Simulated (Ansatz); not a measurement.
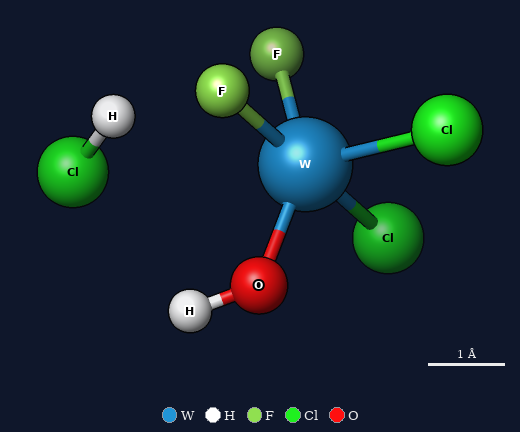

Fig. 1: The starting structure (ball-and-stick view, seen on its broad side). Sticks mark near contacts. Bond lengths as drawn: Cl–H 1.34 Å, Cl–W 2.27 to 2.32 Å, F–W 1.86 to 1.99 Å, H–O 0.98 Å and O–W 1.86 Å.

## Nudged elastic band, with input and output: WH2Cl3OF2

System: WH2Cl3OF2, multiplicity 2.
Method: UKS PBE/def2-SVP (Ansatz 0.2.0).

It belongs to a series of runs on one base structure; here: band between the two ends.

Input
```yaml
crystal:
  periodic: [false, false, false]
  atoms:
    - { symbol: W, position_ang: [-0.268664, -0.076078, -0.195684] }
    - { symbol: H, position_ang: [1.188686, 0.180881, 2.053102] }
    - { symbol: F, position_ang: [1.599329, 0.187932, 0.421684] }
    - { symbol: F, position_ang: [-0.456912, 1.70235, 0.309406] }
    - { symbol: Cl, position_ang: [-2.537798, -0.137553, -0.688494] }
    - { symbol: O, position_ang: [-0.205952, -1.840192, 0.374702] }
    - { symbol: H, position_ang: [-0.063126, -2.190609, 1.277619] }
    - { symbol: Cl, position_ang: [0.407577, -0.124221, -2.3591] }
    - { symbol: Cl, position_ang: [0.17846, -0.069612, 2.899067] }
magnetization:
  spin_polarized: true
  initial_magnetization: 1
basis:
  gaussian: { orbitals: def2-SVP }
hamiltonian:
  xc: pbe
neb:
  order_check: false
  images: 8
  f_tol: 0.05
  max_iterations: 60
  climbing: false
  final_atoms:
    - { symbol: W, position_ang: [-0.11575007, -0.17922094, -0.15409448] }
    - { symbol: H, position_ang: [0.24018427, 1.20697469, 2.7013992] }
    - { symbol: F, position_ang: [1.79884636, -0.37106989, 0.03403811] }
    - { symbol: F, position_ang: [0.16463583, 1.61305578, 0.34292335] }
    - { symbol: Cl, position_ang: [-2.42945396, 0.11948619, -0.16781964] }
    - { symbol: O, position_ang: [-0.23578344, -1.98863804, 0.31106468] }
    - { symbol: H, position_ang: [0.50994601, -2.52001637, 0.65419702] }
    - { symbol: Cl, position_ang: [0.05994713, -0.21374381, -2.42209998] }
    - { symbol: Cl, position_ang: [-0.15097213, -0.0339296, 2.79269374] }
  initial_path:
    images:
      - { positions_ang: [[-0.268664, -0.076078, -0.195684], [1.188686, 0.180881, 2.053102], [1.599329, 0.187932, 0.421684], [-0.456912, 1.70235, 0.309406], [-2.537798, -0.137553, -0.688494], [-0.205952, -1.840192, 0.374702], [-0.063126, -2.190609, 1.277619], [0.407577, -0.124221, -2.3591], [0.17846, -0.069612, 2.899067]] }
      - { positions_ang: [[-0.20574067, -0.0642964, -0.15482283], [0.91329265, 0.15750449, 2.03122119], [1.65802873, 0.14253721, 0.33887466], [-0.35296777, 1.72951697, 0.21737973], [-2.50144289, -0.11403845, -0.55558895], [-0.15611317, -1.8669514, 0.31046031], [0.03347197, -2.20428996, 1.21277509], [0.33776876, -0.12836324, -2.36763297], [0.1153024, -0.01872122, 3.05963578]] }
      - { positions_ang: [[-0.14281734, -0.05251481, -0.11396166], [0.63789931, 0.13412797, 2.00934038], [1.71672845, 0.09714243, 0.25606532], [-0.24902355, 1.75668395, 0.12535345], [-2.46508779, -0.09052389, -0.4226839], [-0.10627434, -1.89371079, 0.24621861], [0.13006993, -2.21797093, 1.14793118], [0.26796052, -0.13250548, -2.37616594], [0.0521448, 0.03216955, 3.22020456]] }
      - { positions_ang: [[-0.079894, -0.04073321, -0.07310049], [0.36250596, 0.11075146, 1.98745957], [1.77542818, 0.05174764, 0.17325598], [-0.14507932, 1.78385092, 0.03332718], [-2.42873268, -0.06700934, -0.28977885], [-0.05643551, -1.92047019, 0.18197692], [0.2266679, -2.23165189, 1.08308726], [0.19815228, -0.13664772, -2.38469891], [-0.0110128, 0.08306033, 3.38077333]] }
      - { positions_ang: [[-0.01697067, -0.02895161, -0.03223932], [0.08711262, 0.08737494, 1.96557876], [1.8341279, 0.00635285, 0.09044664], [-0.0411351, 1.8110179, -0.05869909], [-2.39237758, -0.04349479, -0.1568738], [-0.00659668, -1.94722958, 0.11773523], [0.32326587, -2.24533285, 1.01824335], [0.12834404, -0.14078996, -2.39323187], [-0.0741704, 0.1339511, 3.54134211]] }
      - { positions_ang: [[1.977e-05, -0.04041194, -0.02761827], [-0.01827646, 0.20138535, 2.03761178], [1.8562965, -0.05575847, 0.04737487], [0.02792577, 1.80109632, -0.05497494], [-2.38033935, -0.01493488, -0.09902109], [-0.00991128, -1.96372359, 0.11066441], [0.38694053, -2.28193367, 0.94897424], [0.0897185, -0.15073693, -2.40023187], [-0.11077397, 0.13791581, 3.52952286]] }
      - { positions_ang: [[-0.02892269, -0.07511419, -0.05923732], [0.04633872, 0.45278269, 2.20355864], [1.84193397, -0.13458632, 0.04404068], [0.06210329, 1.75408618, 0.04449963], [-2.392618, 0.01867039, -0.11622073], [-0.06637932, -1.9699522, 0.16076448], [0.4176919, -2.34145435, 0.87527994], [0.08227565, -0.16648865, -2.4056989], [-0.12082351, 0.09495446, 3.34531558]] }
      - { positions_ang: [[-0.05786515, -0.10981644, -0.09085637], [0.11095391, 0.70418002, 2.36950549], [1.82757143, -0.21341418, 0.04070649], [0.0962808, 1.70707605, 0.1439742], [-2.40489666, 0.05227565, -0.13342037], [-0.12284736, -1.97618081, 0.21086455], [0.44844327, -2.40097502, 0.80158563], [0.07483281, -0.18224037, -2.41116592], [-0.13087305, 0.0519931, 3.1611083]] }
      - { positions_ang: [[-0.08680761, -0.14451869, -0.12247543], [0.17556909, 0.95557736, 2.53545234], [1.8132089, -0.29224204, 0.0373723], [0.13045831, 1.66006591, 0.24344878], [-2.41717531, 0.08588092, -0.15062], [-0.1793154, -1.98240943, 0.26096461], [0.47919464, -2.4604957, 0.72789133], [0.06738997, -0.19799209, -2.41663295], [-0.14092259, 0.00903175, 2.97690102]] }
      - { positions_ang: [[-0.11575007, -0.17922094, -0.15409448], [0.24018427, 1.20697469, 2.7013992], [1.79884636, -0.37106989, 0.03403811], [0.16463583, 1.61305578, 0.34292335], [-2.42945396, 0.11948619, -0.16781964], [-0.23578344, -1.98863804, 0.31106468], [0.50994601, -2.52001637, 0.65419702], [0.05994713, -0.21374381, -2.42209998], [-0.15097213, -0.0339296, 2.79269374]] }
```

Hardware: 4 threads of Arm Neoverse V1, 24 GiB of memory available, shared host.

Run as:
```bash
ansatz run input.yaml --threads 4 --pin off --max-ram 5120MiB --backend cpu --events-out ev --progress --plain --runs-dir out
```

What the program printed
```
Engine: ansatz 0.2.0, aarch64-unknown-linux-gnu
Functional definition: PBE
  parameter kappa = 0.804
  parameter beta = 0.06672455060314922
  exchange = pbe_x(kappa = kappa, mu = beta*pi^2/3)
  correlation = pbe_c(beta = beta)
1447 factors; their error is unknown
mean field evaluation 1: about -46865.2910 eV, gradient 5.1e1 eV
mean field evaluation 2: about -46678.4367 eV, gradient 2.0e2 eV
mean field evaluation 4: about -46872.3443 eV, gradient 2.5e1 eV
mean field evaluation 8: about -46874.4809 eV, gradient 2.7e-1 eV
mean field evaluation 16: about -46874.3944 eV, gradient 1.6e-3 eV
mean field evaluation 32: about -46873.6588 eV, gradient 2.1e0 eV
mean field -46874.39435040 eV, -1722.6022197716 hartree, gradient 2.2e-5 eV, S^2 0.753194; 4 other end points of the search recorded, 0 dependent functions left out
the calculation of the forces begins
reference -46874.39441932 eV, -1722.6022223044 hartree; 47, 46 occupied and 91, 92 virtual orbitals, 1447 factors
1447 factors; their error is unknown
mean field evaluation 64: about -46874.3523 eV, gradient 1.9e-5 eV
mean field -46874.35228808 eV, -1722.6006740098 hartree, gradient 1.9e-5 eV, S^2 0.753298; 4 other end points of the search recorded, 0 dependent functions left out
[... from here on the field's lines of each further geometry are left out, up to the last ...]
NEB iter   1: max|band force component| = 1.059e1 eV/Å  barrier→ = 2.2158 eV  barrier← = 2.1737 eV  Δτ_max = 0.2000 Å  (1487 SCF iters)
NEB iter   2: max|band force component| = 3.860e0 eV/Å  barrier→ = 1.1375 eV  barrier← = 1.0955 eV  Δτ_max = 0.2000 Å  (412 SCF iters)
NEB iter   3: max|band force component| = 1.555e0 eV/Å  barrier→ = 0.7331 eV  barrier← = 0.6910 eV  Δτ_max = 0.1978 Å  (369 SCF iters)
NEB iter   4: max|band force component| = 9.962e-1 eV/Å  barrier→ = 0.4851 eV  barrier← = 0.4431 eV  Δτ_max = 0.2000 Å  (359 SCF iters)
NEB iter   5: max|band force component| = 1.479e0 eV/Å  barrier→ = 0.3381 eV  barrier← = 0.2960 eV  Δτ_max = 0.1044 Å  (346 SCF iters)
NEB iter   6: max|band force component| = 5.071e-1 eV/Å  barrier→ = 0.2697 eV  barrier← = 0.2276 eV  Δτ_max = 0.1904 Å  (349 SCF iters)
NEB iter   7: max|band force component| = 3.676e-1 eV/Å  barrier→ = 0.1684 eV  barrier← = 0.1264 eV  Δτ_max = 0.2000 Å  (344 SCF iters)
NEB iter   8: max|band force component| = 1.823e0 eV/Å  barrier→ = 0.4656 eV  barrier← = 0.4236 eV  Δτ_max = 0.0996 Å  (347 SCF iters)
NEB iter   9: max|band force component| = 6.069e-1 eV/Å  barrier→ = 0.1685 eV  barrier← = 0.1264 eV  Δτ_max = 0.2000 Å  (328 SCF iters)
NEB iter  10: max|band force component| = 8.223e-1 eV/Å  barrier→ = 0.1334 eV  barrier← = 0.0913 eV  Δτ_max = 0.1013 Å  (327 SCF iters)
NEB iter  11: max|band force component| = 5.750e-1 eV/Å  barrier→ = 0.0867 eV  barrier← = 0.0447 eV  Δτ_max = 0.0997 Å  (322 SCF iters)
NEB iter  12: max|band force component| = 3.002e-1 eV/Å  barrier→ = 0.0731 eV  barrier← = 0.0310 eV  Δτ_max = 0.1004 Å  (306 SCF iters)
NEB iter  13: max|band force component| = 2.703e-1 eV/Å  barrier→ = 0.0653 eV  barrier← = 0.0233 eV  Δτ_max = 0.0989 Å  (316 SCF iters)
NEB iter  14: max|band force component| = 1.070e-1 eV/Å  barrier→ = 0.0631 eV  barrier← = 0.0210 eV  Δτ_max = 0.1875 Å  (313 SCF iters)
NEB iter  15: max|band force component| = 7.266e-1 eV/Å  barrier→ = 0.1138 eV  barrier← = 0.0717 eV  Δτ_max = 0.0997 Å  (314 SCF iters)
NEB iter  16: max|band force component| = 1.820e-1 eV/Å  barrier→ = 0.0596 eV  barrier← = 0.0175 eV  Δτ_max = 0.0673 Å  (321 SCF iters)
NEB iter  17: max|band force component| = 1.400e-1 eV/Å  barrier→ = 0.0621 eV  barrier← = 0.0201 eV  Δτ_max = 0.1950 Å  (307 SCF iters)
NEB iter  18: max|band force component| = 1.082e0 eV/Å  barrier→ = 0.0912 eV  barrier← = 0.0491 eV  Δτ_max = 0.0988 Å  (333 SCF iters)
NEB iter  19: max|band force component| = 1.456e-1 eV/Å  barrier→ = 0.0590 eV  barrier← = 0.0169 eV  Δτ_max = 0.1225 Å  (320 SCF iters)
NEB iter  20: max|band force component| = 1.630e-1 eV/Å  barrier→ = 0.0596 eV  barrier← = 0.0175 eV  Δτ_max = 0.0612 Å  (311 SCF iters)
NEB iter  21: max|band force component| = 1.808e-1 eV/Å  barrier→ = 0.0608 eV  barrier← = 0.0187 eV  Δτ_max = 0.0304 Å  (308 SCF iters)
NEB iter  22: max|band force component| = 6.939e-2 eV/Å  barrier→ = 0.0596 eV  barrier← = 0.0176 eV  Δτ_max = 0.0613 Å  (294 SCF iters)
NEB iter  23: max|band force component| = 1.967e-1 eV/Å  barrier→ = 0.0684 eV  barrier← = 0.0264 eV  Δτ_max = 0.0307 Å  (291 SCF iters)
the calculation of the forces begins
reference -46874.34687446 eV, -1722.6004750628 hartree; 47, 46 occupied and 91, 92 virtual orbitals, 1447 factors
1447 factors; their error is unknown
mean field evaluation 2368: about -46874.2212 eV, gradient 8.7e-1 eV
mean field -46874.33399135 eV, -1722.6000016172 hartree, gradient 2.2e-5 eV, S^2 0.753240; 5 other end points of the search recorded, 0 dependent functions left out
the calculation of the forces begins
reference -46874.33406217 eV, -1722.6000042201 hartree; 47, 46 occupied and 91, 92 virtual orbitals, 1447 factors
NEB iter  24: max|band force component| = 4.023e-2 eV/Å  barrier→ = 0.0604 eV  barrier← = 0.0183 eV  Δτ_max = 0.0000 Å  (993 SCF iters)
```

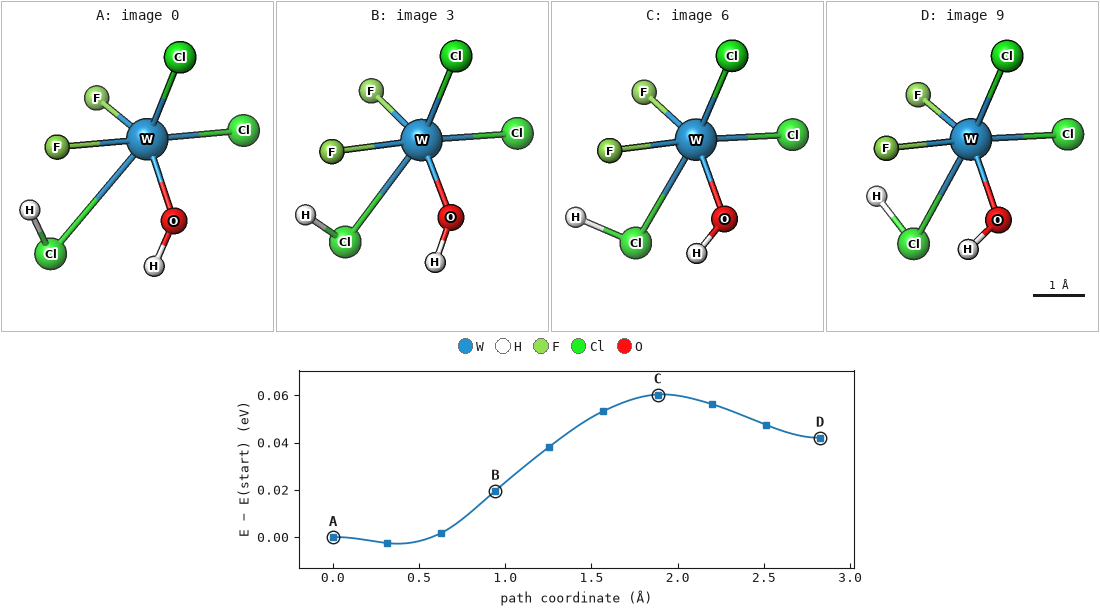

Fig. 2: Images of the last band (counted from 0; ball-and-stick, seen at a tilt) above the energy along the path; the line is a cubic interpolation that uses the forces. The highest image is number 6, 0.060 eV above the start and 0.018 eV above the end; the end lies 0.042 eV above the start. The path is 2.82 Å long. The band converged in 24 iterations.

```
Total energy: -46874.33406217 eV, -1722.6000042201 hartree
Atom 0 at    -0.196592    -0.131413    -0.163232 Å, force    -0.035051    -0.005345    -0.016136 eV/Å
Atom 1 at     0.814027     0.746156     2.705706 Å, force    -0.002900    -0.008186     0.018971 eV/Å
Atom 2 at     1.711412    -0.127534     0.198860 Å, force    -0.002870     0.008738    -0.016438 eV/Å
Atom 3 at    -0.093674     1.697046     0.229495 Å, force     0.004719     0.003929    -0.008148 eV/Å
Atom 4 at    -2.524176    -0.037847    -0.295668 Å, force     0.002455     0.000254    -0.007596 eV/Å
Atom 5 at    -0.180555    -1.940553     0.308983 Å, force     0.009497    -0.020380    -0.011596 eV/Å
Atom 6 at     0.503412    -2.435076     0.799027 Å, force    -0.006904    -0.000041     0.006548 eV/Å
Atom 7 at     0.102557    -0.196835    -2.418847 Å, force     0.013061     0.004539     0.017378 eV/Å
Atom 8 at    -0.294811     0.058953     2.727978 Å, force     0.017994     0.016494     0.017016 eV/Å
Dipole moment:     0.366999    -0.295436     0.747661 e Å
this run last wrote the band of iteration 24 to [file]
```

The last band as extended XYZ (Å, eV, eV/Å)
```
9
Properties=species:S:1:pos:R:3:forces:R:3 image=0 energy=-46874.39435
W    -0.2687   -0.0761   -0.1957    0.0155  -0.0019   0.0028
H     1.1887    0.1809    2.0531   -0.0089  -0.0060   0.0080
F     1.5993    0.1879    0.4217   -0.0076   0.0077  -0.0077
F    -0.4569    1.7024    0.3094    0.0000  -0.0028   0.0023
Cl   -2.5378   -0.1376   -0.6885   -0.0006   0.0009  -0.0021
O    -0.2060   -1.8402    0.3747   -0.0018   0.0011  -0.0109
H    -0.0631   -2.1906    1.2776   -0.0026  -0.0001   0.0117
Cl    0.4076   -0.1242   -2.3591   -0.0024  -0.0010   0.0029
Cl    0.1785   -0.0696    2.8991    0.0085   0.0021  -0.0071
9
Properties=species:S:1:pos:R:3:forces:R:3 image=1 energy=-46874.39685
W    -0.2319   -0.0755   -0.1449   -0.0080  -0.0006   0.0022
H     1.1728    0.2274    2.0616    0.0091   0.0023  -0.0102
F     1.6441    0.2030    0.4455    0.0040  -0.0002   0.0071
F    -0.4144    1.7258    0.2823    0.0030   0.0001  -0.0018
Cl   -2.5206   -0.1520   -0.5665    0.0016   0.0012   0.0031
O    -0.1393   -1.8598    0.3524    0.0012  -0.0017  -0.0022
H    -0.1044   -2.3508    1.1946    0.0024  -0.0035  -0.0025
Cl    0.3648   -0.1031   -2.3341   -0.0011   0.0002   0.0011
Cl    0.0705    0.0179    2.8013   -0.0122   0.0022   0.0031
9
Properties=species:S:1:pos:R:3:forces:R:3 image=2 energy=-46874.39259
W    -0.2368   -0.0741   -0.1147    0.0054   0.0081   0.0003
H     1.1177    0.2601    2.1022   -0.0059  -0.0097  -0.0130
F     1.6461    0.1559    0.4846   -0.0027   0.0108   0.0031
F    -0.3417    1.7512    0.2403   -0.0104   0.0006   0.0037
Cl   -2.5344   -0.1136   -0.4784   -0.0010  -0.0070  -0.0065
O    -0.1344   -1.8699    0.3349    0.0023  -0.0050  -0.0012
H     0.0586   -2.4557    1.0883   -0.0196   0.0020   0.0138
Cl    0.3113   -0.1068   -2.3196    0.0084   0.0033   0.0047
Cl   -0.0449    0.0859    2.7549    0.0236  -0.0031  -0.0049
9
Properties=species:S:1:pos:R:3:forces:R:3 image=3 energy=-46874.37475
W    -0.2379   -0.0798   -0.1207   -0.0152   0.0359   0.0053
H     1.0810    0.3067    2.2674    0.0384  -0.0032  -0.0542
F     1.6419    0.0920    0.4445    0.0154   0.0139   0.0158
F    -0.2789    1.7547    0.2176   -0.0183  -0.0053  -0.0093
Cl   -2.5485   -0.0749   -0.4261    0.0170  -0.0128  -0.0063
O    -0.1497   -1.8824    0.3154   -0.0222  -0.0013  -0.0028
H     0.2217   -2.4846    0.9831   -0.0120  -0.0098   0.0321
Cl    0.2487   -0.1267   -2.3412    0.0129   0.0091   0.0058
Cl   -0.1367    0.1279    2.7522   -0.0159  -0.0264   0.0136
9
Properties=species:S:1:pos:R:3:forces:R:3 image=4 energy=-46874.35608
W    -0.2382   -0.0900   -0.1325   -0.0145  -0.0006  -0.0033
H     1.0385    0.3912    2.4384    0.0173  -0.0222  -0.0268
F     1.6500    0.0097    0.3733   -0.0064   0.0163   0.0188
F    -0.2165    1.7476    0.2073   -0.0092  -0.0008  -0.0017
Cl   -2.5552   -0.0532   -0.3784   -0.0034  -0.0050  -0.0090
O    -0.1808   -1.8997    0.3128    0.0119   0.0132  -0.0012
H     0.3697   -2.4505    0.8981   -0.0171  -0.0078   0.0141
Cl    0.1850   -0.1472   -2.3670    0.0105   0.0031   0.0087
Cl   -0.2107    0.1251    2.7403    0.0109   0.0038   0.0003
9
Properties=species:S:1:pos:R:3:forces:R:3 image=5 energy=-46874.34099
W    -0.2244   -0.1132   -0.1543   -0.0035  -0.0253   0.0021
H     0.9524    0.5586    2.6164    0.0246  -0.0141  -0.0132
F     1.6733   -0.0433    0.2757   -0.0058   0.0108   0.0077
F    -0.1791    1.7222    0.2041   -0.0089   0.0059  -0.0028
Cl   -2.5489   -0.0748   -0.3410   -0.0010  -0.0025  -0.0044
O    -0.1691   -1.9238    0.3087    0.0077   0.0421  -0.0026
H     0.4689   -2.4243    0.8502   -0.0079  -0.0152   0.0089
Cl    0.1359   -0.1745   -2.3997    0.0053  -0.0008   0.0015
Cl   -0.2672    0.1060    2.7323   -0.0107  -0.0010   0.0028
9
Properties=species:S:1:pos:R:3:forces:R:3 image=6 energy=-46874.33399
W    -0.1966   -0.1314   -0.1632   -0.0351  -0.0053  -0.0161
H     0.8140    0.7462    2.7057   -0.0029  -0.0082   0.0190
F     1.7114   -0.1275    0.1989   -0.0029   0.0087  -0.0164
F    -0.0937    1.6970    0.2295    0.0047   0.0039  -0.0081
Cl   -2.5242   -0.0378   -0.2957    0.0025   0.0003  -0.0076
O    -0.1806   -1.9406    0.3090    0.0095  -0.0204  -0.0116
H     0.5034   -2.4351    0.7990   -0.0069   0.0000   0.0065
Cl    0.1026   -0.1968   -2.4188    0.0131   0.0045   0.0174
Cl   -0.2948    0.0590    2.7280    0.0180   0.0165   0.0170
9
Properties=species:S:1:pos:R:3:forces:R:3 image=7 energy=-46874.33802
W    -0.1736   -0.1526   -0.1776   -0.0017  -0.0045   0.0012
H     0.6403    0.9407    2.7658   -0.0118   0.0136   0.0042
F     1.7404   -0.2032    0.1208    0.0033  -0.0052  -0.0072
F    -0.0255    1.6621    0.2687    0.0047  -0.0016   0.0033
Cl   -2.4988   -0.0082   -0.2899    0.0015   0.0025   0.0021
O    -0.1963   -1.9603    0.3071    0.0009  -0.0008  -0.0022
H     0.5166   -2.4398    0.7720   -0.0002  -0.0008  -0.0032
Cl    0.1038   -0.2095   -2.4348   -0.0009   0.0008  -0.0012
Cl   -0.2652    0.0036    2.7602    0.0041  -0.0040   0.0029
9
Properties=species:S:1:pos:R:3:forces:R:3 image=8 energy=-46874.34680
W    -0.1468   -0.1676   -0.1704    0.0011   0.0067   0.0054
H     0.4427    1.0936    2.7450   -0.0182   0.0137  -0.0022
F     1.7695   -0.2887    0.0723    0.0041  -0.0082  -0.0053
F     0.0649    1.6339    0.3160    0.0065  -0.0036   0.0027
Cl   -2.4672    0.0483   -0.2449    0.0019   0.0027   0.0045
O    -0.2173   -1.9763    0.3083   -0.0017  -0.0081  -0.0009
H     0.5202   -2.4687    0.7196    0.0026   0.0002  -0.0066
Cl    0.0888   -0.2098   -2.4328   -0.0021   0.0003   0.0000
Cl   -0.2133   -0.0319    2.7791    0.0058  -0.0037   0.0024
9
Properties=species:S:1:pos:R:3:forces:R:3 image=9 energy=-46874.35229
W    -0.1158   -0.1792   -0.1541   -0.0169   0.0032   0.0105
H     0.2402    1.2070    2.7014   -0.0055  -0.0165  -0.0029
F     1.7988   -0.3711    0.0340    0.0054  -0.0025  -0.0094
F     0.1646    1.6131    0.3429    0.0061   0.0097   0.0035
Cl   -2.4295    0.1195   -0.1678    0.0112  -0.0042  -0.0015
O    -0.2358   -1.9886    0.3111   -0.0027  -0.0237   0.0024
H     0.5099   -2.5200    0.6542   -0.0016   0.0155  -0.0006
Cl    0.0599   -0.2137   -2.4221    0.0024   0.0024  -0.0004
Cl   -0.1510   -0.0339    2.7927    0.0016   0.0160  -0.0015
```

Summary

- outcome: converged
- barrier, forward: 0.060 eV
- barrier, backward: 0.018 eV
- wall time: 15 min (CPU time 59 min)
- peak memory: 0.45 GiB

Remarks

The order of the saddle point was not checked.
